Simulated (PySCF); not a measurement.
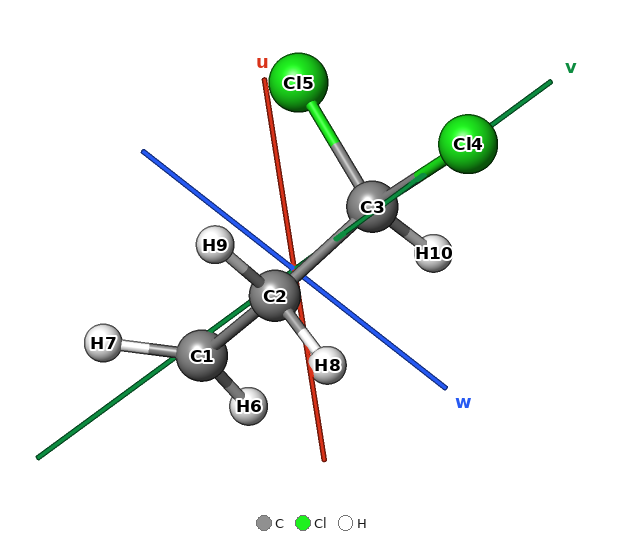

The lines u, v and w are the principal axes of the g tensor. The species is neutral and a spin doublet. The computed structure is the end point of a GFN2-xTB optimisation. No frequency run is at hand to confirm it as a minimum. Method: UKS B3LYP, pcH-1 on C Cl H, non-relativistic, mean-field spin-orbit, GIAO (PySCF 2.14.0).

Along which axis does g lie farthest from the free-electron value?

Answer. Along w: the shift is 3285 ppm.

Give the principal values and shifts.

```tsv
axis	g	shift (ppm)
u	2.00223	−94
v	2.00286	536
w	2.00560	3285
```
